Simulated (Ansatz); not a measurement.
# AlPN₂H₈O: geometry relaxation (part 2 of 2)

AlPN₂H₈O; RKS B3LYP/6-31G* (Ansatz 0.2.0). It belongs to a series of runs on one base structure; here: end point B relaxed.

Geometry of the input (Å):
```
Al 0.2296  0.7515  -0.3775
O  -0.5154  -0.0476  2.3847
H  -1.1183  -0.3125  1.6596
N  1.6710  -0.0218  -1.0900
H  1.6737  -0.9035  -1.5896
H  2.6211  0.2666  -0.8917
N  -1.3876  -0.0442  -0.5290
H  -1.5640  -0.8727  -1.0869
H  -2.2451  0.4935  -0.4547
P  0.1934  2.6921  0.8543
H  1.5247  2.5713  1.3452
H  0.5337  3.6368  -0.1572
H  -0.7478  0.9017  2.5295
```

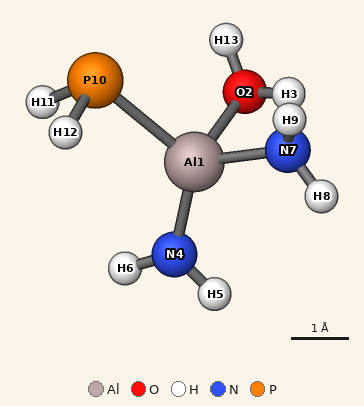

Fig. 1: The geometry at step 13 of the log (ball-and-stick view, seen at a tilt; atoms are numbered from 1 in the order of the input).

**Trajectory as extended XYZ, continued**
```
13
Properties=species:S:1:pos:R:3:forces:R:3 step=6 energy=-21045.56830
Al    0.1591    0.6677   -0.0547    0.3151   0.2167   0.3107
O    -0.2655   -0.0569    1.9141   -0.9963   0.7282   0.4166
H    -1.1035   -0.4022    1.4792    0.4606  -0.1341  -0.1166
N     1.5830   -0.0454   -0.8756    0.0678  -0.0749  -0.0113
H     1.5777   -0.8819   -1.4495   -0.0201   0.0458   0.0644
H     2.5339    0.2866   -0.7626   -0.0663  -0.0168   0.0212
N    -1.4679   -0.0637   -0.4347   -0.5891  -0.1678  -0.0330
H    -1.5842   -0.8398   -1.0802    0.0408   0.0776  -0.0348
H    -2.2935    0.5274   -0.5018    0.0729  -0.0352  -0.0733
P     0.2167    2.8622    0.8525   -0.0216   0.1509  -0.1477
H     1.5477    2.7153    1.3422    0.0335   0.0298   0.0005
H     0.5954    3.6386   -0.2839   -0.0197  -0.0936   0.0491
H    -0.6299    0.7035    2.4514    0.7223  -0.7265  -0.4460
13
Properties=species:S:1:pos:R:3:forces:R:3 step=7 energy=-21045.61441
Al    0.1357    0.6608    0.0525    0.3651   0.4607  -0.5274
O    -0.1978   -0.1470    1.8502   -0.7598   0.3984   0.5774
H    -1.0532   -0.4761    1.4295    0.1644  -0.1582  -0.0686
N     1.5531   -0.0595   -0.7755    0.0829  -0.0725  -0.0367
H     1.5354   -0.8782   -1.3730   -0.0084   0.0251   0.0448
H     2.5070    0.2603   -0.6596   -0.0305  -0.0132   0.0069
N    -1.5078   -0.0296   -0.4190   -0.4502  -0.1555  -0.0624
H    -1.5944   -0.7501   -1.1368    0.1052   0.1228   0.1364
H    -2.3036    0.5973   -0.5382    0.1466  -0.0547   0.0427
P     0.1984    2.9331    0.7941   -0.0193  -0.0015   0.0949
H     1.5338    2.8051    1.2817    0.0239   0.0773   0.0175
H     0.5777    3.6455   -0.3843   -0.0363  -0.2308   0.0097
H    -0.5157    0.5498    2.4751    0.4165  -0.3979  -0.2353
13
Properties=species:S:1:pos:R:3:forces:R:3 step=8 energy=-21045.64857
Al    0.1460    0.7084    0.0185    0.1256   0.0198   0.1391
O    -0.1901   -0.1710    1.8333   -0.2544  -0.0218   0.1365
H    -1.0462   -0.4744    1.4088    0.0131  -0.0430  -0.0145
N     1.5570   -0.0585   -0.7806    0.0462   0.0139  -0.0893
H     1.5312   -0.9072   -1.3352   -0.0225   0.0633   0.0338
H     2.5166    0.2362   -0.6501   -0.0075  -0.0038   0.0066
N    -1.5177    0.0107   -0.4211   -0.1852  -0.0635  -0.1315
H    -1.6022   -0.7073   -1.1418    0.1080   0.1131   0.1129
H    -2.3033    0.6452   -0.5569    0.0809  -0.0181   0.0726
P     0.1767    2.9515    0.8398    0.0766   0.0197  -0.4872
H     1.5214    2.9232    1.3305   -0.0499  -0.0303  -0.1089
H     0.5336    3.4727   -0.4569   -0.0362   0.0244   0.3574
H    -0.4543    0.4817    2.5083    0.1053  -0.0735  -0.0273
13
Properties=species:S:1:pos:R:3:forces:R:3 step=9 energy=-21045.62829 accepted=F
Al    0.1869    0.6853    0.0894   -0.2415   0.2458   0.0759
O    -0.2637   -0.2445    1.8826    0.1107   0.0301  -0.1632
H    -1.1052   -0.4785    1.3744   -0.0212  -0.0437   0.0213
N     1.5697   -0.0322   -0.7983    0.0695   0.1582   0.2333
H     1.4741   -0.8267   -1.4126    0.1478  -0.1925  -0.0875
H     2.5440    0.1336   -0.5578   -0.1956  -0.1028  -0.1448
N    -1.5014    0.0161   -0.3618    0.6548  -0.1320   0.1195
H    -1.4387   -0.5956   -1.1692   -0.4164  -0.1285  -0.1291
H    -2.2843    0.6461   -0.4746   -0.1464   0.0881  -0.1681
P     0.1855    2.9492    0.7748   -0.0043   0.0371   0.2694
H     1.5547    2.9636    1.1633    0.0897   0.0369   0.0857
H     0.4597    3.5134   -0.4959   -0.0160  -0.0178  -0.1886
H    -0.5125    0.3815    2.5823   -0.0311   0.0211   0.0760
13
Properties=species:S:1:pos:R:3:forces:R:3 step=10 energy=-21045.67668
Al    0.1617    0.7082    0.0508   -0.0030  -0.0131   0.0554
O    -0.2336   -0.2250    1.8528   -0.0775   0.0793  -0.0205
H    -1.0901   -0.4854    1.3929    0.0501  -0.0024  -0.0243
N     1.5614   -0.0423   -0.7853   -0.0684   0.0125  -0.0123
H     1.5140   -0.8840   -1.3475    0.0234   0.0100   0.0274
H     2.5260    0.2104   -0.6179    0.0519  -0.0010  -0.0128
N    -1.5074    0.0127   -0.3967    0.0318  -0.0256  -0.0337
H    -1.5466   -0.6710   -1.1500   -0.0484   0.0214   0.0256
H    -2.2930    0.6459   -0.5224    0.0148  -0.0012  -0.0071
P     0.1899    2.9675    0.7978    0.0411  -0.0028  -0.0752
H     1.5471    2.9539    1.2447   -0.0181  -0.0094  -0.0141
H     0.5161    3.5190   -0.4796   -0.0268  -0.0271   0.0714
H    -0.4767    0.4015    2.5571    0.0290  -0.0405   0.0202
13
Properties=species:S:1:pos:R:3:forces:R:3 step=11 energy=-21045.67786
Al    0.1622    0.7101    0.0481   -0.0119  -0.0952  -0.0313
O    -0.2378   -0.2286    1.8400   -0.0916   0.0034   0.0226
H    -1.0983   -0.4706    1.3727    0.0298   0.0202   0.0340
N     1.5622   -0.0121   -0.8114    0.0442   0.0100   0.0467
H     1.5478   -0.9193   -1.2602   -0.0062  -0.0550  -0.0327
H     2.5208    0.2551   -0.6250    0.0241   0.0135  -0.0131
N    -1.5095    0.0267   -0.4039   -0.0200  -0.0195   0.0502
H    -1.5787   -0.6654   -1.1453    0.0053   0.0042  -0.0176
H    -2.2806    0.6775   -0.5281   -0.0082  -0.0022   0.0061
P     0.1949    2.9439    0.7951    0.0851   0.1905   0.0185
H     1.5655    2.9318    1.2081   -0.0694  -0.0047  -0.0224
H     0.4856    3.5102   -0.4825   -0.0167  -0.0137   0.0437
H    -0.4651    0.3521    2.5891    0.0354  -0.0516  -0.1048
13
Properties=species:S:1:pos:R:3:forces:R:3 step=12 energy=-21045.68060
Al    0.1628    0.7095    0.0497    0.0157  -0.0498  -0.0132
O    -0.2422   -0.2371    1.8323   -0.0039   0.0203   0.0390
H    -1.1049   -0.4701    1.3678   -0.0146  -0.0167  -0.0258
N     1.5664   -0.0222   -0.7985    0.1685  -0.0603  -0.0138
H     1.5479   -0.9249   -1.2653    0.0097   0.1137   0.0636
H     2.5301    0.2535   -0.6288   -0.1661  -0.0487  -0.0440
N    -1.5111    0.0241   -0.3970   -0.0107   0.0012   0.0235
H    -1.5779   -0.6600   -1.1454   -0.0051  -0.0237  -0.0341
H    -2.2853    0.6719   -0.5146   -0.0168   0.0198  -0.0029
P     0.1946    2.9577    0.7933    0.0337   0.0544   0.0156
H     1.5616    2.9414    1.2101   -0.0247   0.0046  -0.0132
H     0.4889    3.5188   -0.4840   -0.0050  -0.0066   0.0125
H    -0.4622    0.3489    2.5769    0.0192  -0.0083  -0.0072
13
Properties=species:S:1:pos:R:3:forces:R:3 step=13 energy=-21045.68229
Al    0.1641    0.7031    0.0525    0.0136   0.0262   0.0273
O    -0.2498   -0.2447    1.8340    0.0030  -0.0147  -0.0236
H    -1.1104   -0.4763    1.3634   -0.0129   0.0098   0.0141
N     1.5727   -0.0286   -0.7865   -0.0159  -0.0130  -0.0008
H     1.5632   -0.9363   -1.2369    0.0083   0.0015   0.0011
H     2.5289    0.2749   -0.6518    0.0029   0.0066   0.0008
N    -1.5144    0.0282   -0.3986    0.0007  -0.0215  -0.0002
H    -1.5840   -0.6523   -1.1513   -0.0014   0.0054  -0.0076
H    -2.2834    0.6829   -0.5165    0.0011   0.0040   0.0054
P     0.2054    2.9563    0.8049    0.0016  -0.0152  -0.0102
H     1.5817    2.9439    1.1840    0.0045   0.0030  -0.0012
H     0.4642    3.5189   -0.4787   -0.0041   0.0053  -0.0010
H    -0.4694    0.3413    2.5782   -0.0014   0.0026  -0.0041
13
Properties=species:S:1:pos:R:3:forces:R:3 step=14 energy=-21045.68284
Al    0.1653    0.6990    0.0546    0.0217   0.0192   0.0233
O    -0.2568   -0.2558    1.8294   -0.0145   0.0047  -0.0207
H    -1.1232   -0.4710    1.3601    0.0096  -0.0062   0.0149
N     1.5764   -0.0312   -0.7812   -0.0302  -0.0392  -0.0133
H     1.5766   -0.9510   -1.2079    0.0114   0.0197   0.0076
H     2.5287    0.2898   -0.6625    0.0138   0.0095   0.0032
N    -1.5157    0.0305   -0.4005   -0.0126  -0.0027  -0.0059
H    -1.5897   -0.6410   -1.1613    0.0057   0.0135   0.0095
H    -2.2811    0.6911   -0.5114    0.0058  -0.0022   0.0018
P     0.2125    2.9520    0.8088   -0.0022  -0.0088  -0.0037
H     1.5953    2.9530    1.1645   -0.0033  -0.0058  -0.0065
H     0.4424    3.5208   -0.4777   -0.0033   0.0004  -0.0004
H    -0.4621    0.3251    2.5818   -0.0019  -0.0020  -0.0099
13
Properties=species:S:1:pos:R:3:forces:R:3 step=15 energy=-21045.68317
Al    0.1688    0.6960    0.0596   -0.0117   0.0175   0.0170
O    -0.2646   -0.2658    1.8256   -0.0112   0.0013  -0.0099
H    -1.1326   -0.4747    1.3551    0.0261   0.0048   0.0160
N     1.5821   -0.0348   -0.7716   -0.0003  -0.0449  -0.0167
H     1.5940   -0.9663   -1.1733    0.0166   0.0461   0.0170
H     2.5299    0.3089   -0.6752   -0.0185  -0.0102  -0.0011
N    -1.5157    0.0369   -0.4004   -0.0217  -0.0032  -0.0255
H    -1.5936   -0.6216   -1.1725    0.0083   0.0181   0.0206
H    -2.2765    0.7047   -0.5028    0.0098  -0.0084   0.0014
P     0.2198    2.9483    0.8164    0.0262  -0.0205  -0.0126
H     1.6138    2.9475    1.1288   -0.0181   0.0145  -0.0084
H     0.4076    3.5217   -0.4761    0.0009  -0.0096   0.0171
H    -0.4641    0.3107    2.5830   -0.0065  -0.0055  -0.0150
13
Properties=species:S:1:pos:R:3:forces:R:3 step=16 energy=-21045.68340
Al    0.1704    0.6926    0.0636    0.0068   0.0118   0.0183
O    -0.2684   -0.2724    1.8248   -0.0037  -0.0107  -0.0146
H    -1.1345   -0.4832    1.3518    0.0218   0.0125   0.0189
N     1.5842   -0.0406   -0.7646    0.0223  -0.0161  -0.0097
H     1.6007   -0.9738   -1.1606    0.0182   0.0288   0.0097
H     2.5299    0.3137   -0.6801   -0.0474  -0.0233  -0.0024
N    -1.5164    0.0401   -0.4003   -0.0116   0.0040  -0.0265
H    -1.5947   -0.6087   -1.1804    0.0076   0.0145   0.0165
H    -2.2747    0.7115   -0.4969    0.0045  -0.0089   0.0026
P     0.2281    2.9439    0.8224    0.0368   0.0094  -0.0272
H     1.6277    2.9660    1.1105   -0.0362  -0.0101  -0.0091
H     0.3875    3.5178   -0.4744   -0.0094  -0.0119   0.0286
H    -0.4709    0.3044    2.5808   -0.0097   0.0000  -0.0052
13
Properties=species:S:1:pos:R:3:forces:R:3 step=17 energy=-21045.68364
Al    0.1710    0.6923    0.0656   -0.0004   0.0094   0.0009
O    -0.2671   -0.2733    1.8261   -0.0041  -0.0095  -0.0194
H    -1.1319   -0.4851    1.3521    0.0108   0.0058   0.0170
N     1.5841   -0.0420   -0.7626    0.0040   0.0098   0.0031
H     1.6009   -0.9735   -1.1606    0.0123  -0.0078  -0.0041
H     2.5295    0.3104   -0.6754   -0.0190  -0.0100  -0.0001
N    -1.5157    0.0421   -0.4015    0.0011   0.0050  -0.0096
H    -1.5924   -0.6034   -1.1841    0.0040   0.0051   0.0085
H    -2.2743    0.7132   -0.4960    0.0019  -0.0054   0.0025
P     0.2289    2.9427    0.8239    0.0353   0.0118  -0.0164
H     1.6303    2.9644    1.1013   -0.0290  -0.0041  -0.0047
H     0.3782    3.5189   -0.4727   -0.0087  -0.0134   0.0222
H    -0.4726    0.3046    2.5805   -0.0082   0.0032  -0.0001
13
Properties=species:S:1:pos:R:3:forces:R:3 step=18 energy=-21045.68364 accepted=F
Al    0.1691    0.6957    0.0618    0.0113  -0.0327   0.0050
O    -0.2643   -0.2764    1.8217   -0.0089   0.0225   0.0091
H    -1.1290   -0.4884    1.3490    0.0073   0.0001   0.0087
N     1.5817   -0.0447   -0.7636    0.0036   0.0210   0.0047
H     1.6105   -0.9815   -1.1488   -0.0113   0.0041   0.0038
H     2.5246    0.3085   -0.6582    0.0146  -0.0023  -0.0093
N    -1.5163    0.0471   -0.4050   -0.0159   0.0038  -0.0063
H    -1.5917   -0.5976   -1.1880    0.0016   0.0036  -0.0010
H    -2.2802    0.7127   -0.4938    0.0002   0.0001  -0.0020
P     0.2381    2.9407    0.8349    0.0065  -0.0082  -0.0086
H     1.6445    2.9612    1.0774   -0.0034   0.0021  -0.0009
H     0.3529    3.5244   -0.4606   -0.0025   0.0018   0.0025
H    -0.4711    0.3096    2.5700   -0.0032  -0.0158  -0.0055
13
Properties=species:S:1:pos:R:3:forces:R:3 step=19 energy=-21045.68383
Al    0.1710    0.6931    0.0652   -0.0008  -0.0026   0.0008
O    -0.2664   -0.2740    1.8256   -0.0047  -0.0025  -0.0072
H    -1.1305   -0.4871    1.3519    0.0051   0.0020   0.0097
N     1.5836   -0.0429   -0.7632   -0.0038   0.0120   0.0060
H     1.6050   -0.9759   -1.1573    0.0014  -0.0094  -0.0035
H     2.5280    0.3093   -0.6690    0.0032  -0.0014  -0.0013
N    -1.5154    0.0449   -0.4031    0.0005   0.0024  -0.0024
H    -1.5910   -0.5991   -1.1867    0.0011   0.0011   0.0005
H    -2.2760    0.7139   -0.4947    0.0004  -0.0013   0.0006
P     0.2333    2.9410    0.8288    0.0122   0.0020  -0.0069
H     1.6367    2.9632    1.0905   -0.0106   0.0006  -0.0049
H     0.3651    3.5180   -0.4685   -0.0013  -0.0022   0.0100
H    -0.4745    0.3070    2.5771   -0.0027  -0.0007  -0.0013
```

**Results in brief**

| quantity | value |
| --- | --- |
| outcome | converged |
| total energy | −21045.6841 eV |
| mean-field energy | −21045.6841 eV |
| largest force (length of the vector) at the end | 0.014 eV/Å |
| wall time | 55 s (CPU time 1.8 min) |
| peak memory | 0.22 GiB |
